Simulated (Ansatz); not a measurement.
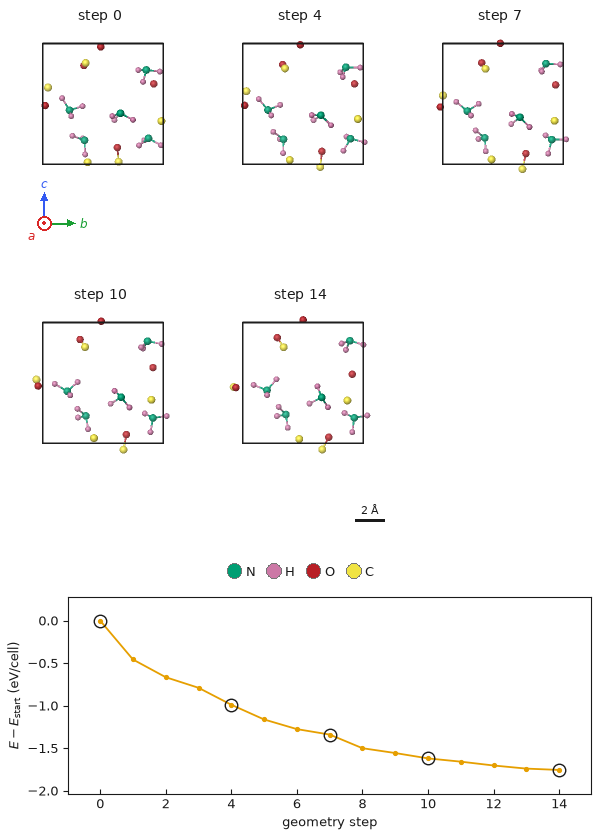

Frames of a relaxation of an amorphous cell of composition H₃CNO, marked on the history of the run. Style: ball-and-stick. Shown: the cell of the calculation, along the a axis.

The cell holds 5 NH3 + 5 CO. The run prepares the start of a later molecular dynamics calculation, from a guessed geometry.

The calculation used Ansatz 0.2.0, DFT LDA, scalar-relativistic, plane waves, PAW. Set-up: plane-wave cutoff 420 eV; k-point mesh 1 × 1 × 1; occupations fermi dirac; smearing width 0.05 eV; no spin polarisation; atoms relaxed in a fixed cell; force threshold 0.3 eV/Å; at most 15 steps.

> Describe the path.

The relaxation stopped without meeting its thresholds, so the last structure isn't shown to be converged. It used up its limit of 15 steps. Over 14 geometry steps the energy falls by 1.755 eV per cell of the calculation. The largest force component goes from 2.7 to 1.7 eV/Å. The largest move is that of a C atom, 1.78 Å along [0 −2 −3]. By element the largest moves are C 1.78 Å, H 1.25 Å, O 1.22 Å, N 0.85 Å. The cell doesn't change. Some distances before and after: H–N 1.017 → 1.052 Å, C–O 1.150 → 1.139 Å, H–N 1.017 → 1.024 Å. Bond angles that change, for instance: H–N–H 106.3° → 108.7°. From step 0 to 4: an O atom moves most (0.57 Å), energy −0.989 eV per cell of the calculation. From step 4 to 7: H and C atoms move most (0.41 Å), energy −0.350 eV per cell of the calculation. From step 7 to 10: a C atom moves most (0.59 Å), energy −0.280 eV per cell of the calculation. From step 10 to 14: a C atom moves most (0.66 Å), energy −0.136 eV per cell of the calculation.

Limits of the set-up: the program's low-accuracy preset was used.
